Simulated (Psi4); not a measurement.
Interaction energy of HCl ··· CH3Cl (SMILES Cl and CCl). Monomers: optimised at B3LYP-D3(BJ) (def2-TZVP), held rigid. Orientation: lowest of the rigid-body minima from ten starts at GFN2-xTB. The monomers approach along the line of their centres of mass (distance R); nothing else relaxes.

Computed with SAPT0/jun-cc-pVDZ, frozen core in Psi4.

Components in kJ/mol:

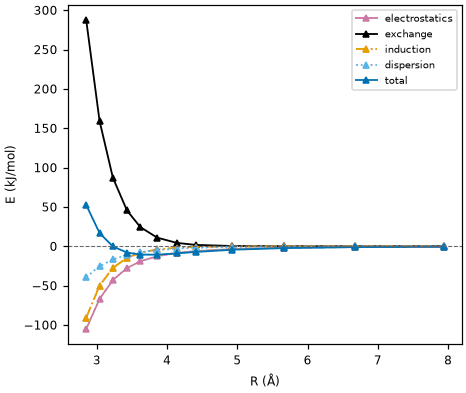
Figure: Components of the interaction energy.

```csv
R / Å,electrostatics,exchange,induction,dispersion,total
2.85,-105.17,287.50,-90.85,-39.05,52.43
3.04,-66.92,159.20,-50.06,-25.39,16.83
3.23,-42.96,87.00,-27.52,-16.73,-0.22
3.43,-27.76,45.51,-14.77,-11.01,-8.03
3.62,-19.11,24.35,-8.29,-7.56,-10.62
3.86,-12.70,10.92,-4.11,-4.83,-10.71
4.14,-8.48,4.24,-1.90,-2.95,-9.10
4.41,-6.09,1.69,-0.95,-1.89,-7.23
4.93,-3.57,0.28,-0.30,-0.86,-4.44
5.66,-1.95,0.02,-0.09,-0.34,-2.35
6.67,-1.00,0.00,-0.03,-0.12,-1.14
7.94,-0.51,0.00,-0.01,-0.04,-0.56
```
